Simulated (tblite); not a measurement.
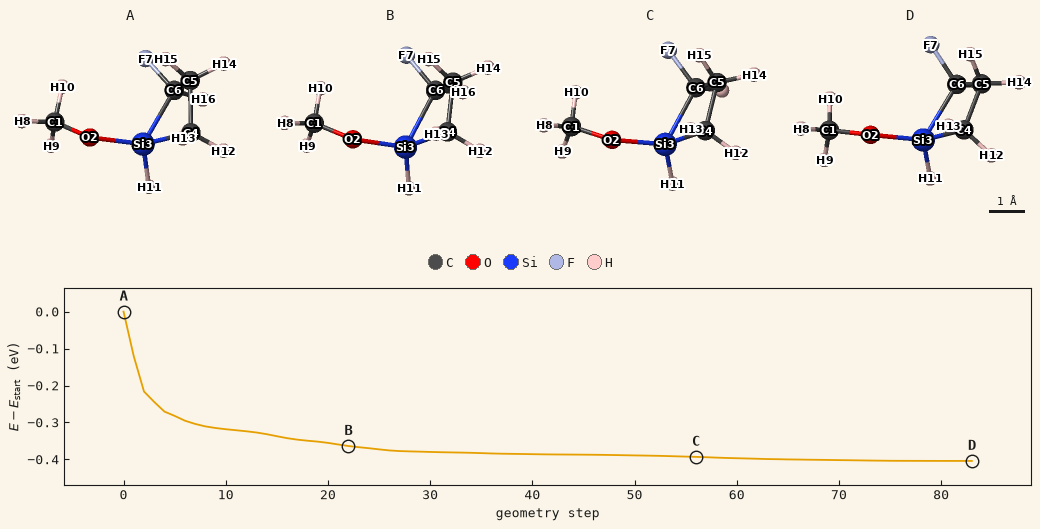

Frames of a relaxation of C4H9FOSi, marked on the history of the run. Style: ball-and-stick. Shown at a tilt.

Theory: GFN2-xTB geometry optimisation, gas phase in tblite 0.8.0. 

Q: Describe the path.

A: The atom that moves furthest after the best rigid fit is H14 (0.73 Å). Largest moves by element: H 0.73 Å, F 0.58 Å, C 0.34 Å, O 0.22 Å, Si 0.16 Å. Some distances before and after: O2–Si3 1.660 → 1.612 Å, C6–F7 1.355 → 1.390 Å, C1–O2 1.435 → 1.402 Å, C4–C5 1.576 → 1.544 Å. Among the angles between lasting bonds that change: C1–O2–Si3 117.6° → 130.5°, F7–C6–H16 111.8° → 105.1°, Si3–C6–H16 111.7° → 118.4°. Groups turn about C5–C6 by about 25°, C4–C5 by about 25°, Si3–C4 by about 20°. After 83 geometry steps the energy has fallen by 0.404 eV. From step 0 to 22: H12 moves most (0.26 Å), energy −0.364 eV. From step 22 to 56: H15 moves most (0.33 Å), energy −0.029 eV. From step 56 to 83: H atoms move most (0.32 Å), energy −0.011 eV.

```csv
step,"E − E(0), eV"
0,0.0000
1,-0.1208
2,-0.2161
3,-0.2445
4,-0.2705
5,-0.2822
6,-0.2951
7,-0.3039
8,-0.3106
9,-0.3150
10,-0.3183
14,-0.3316
18,-0.3494
22,-0.3637
25,-0.3728
29,-0.3790
33,-0.3815
37,-0.3845
41,-0.3862
45,-0.3871
48,-0.3882
52,-0.3901
56,-0.3931
60,-0.3968
64,-0.3994
68,-0.4011
71,-0.4022
75,-0.4037
79,-0.4040
83,-0.4041
```
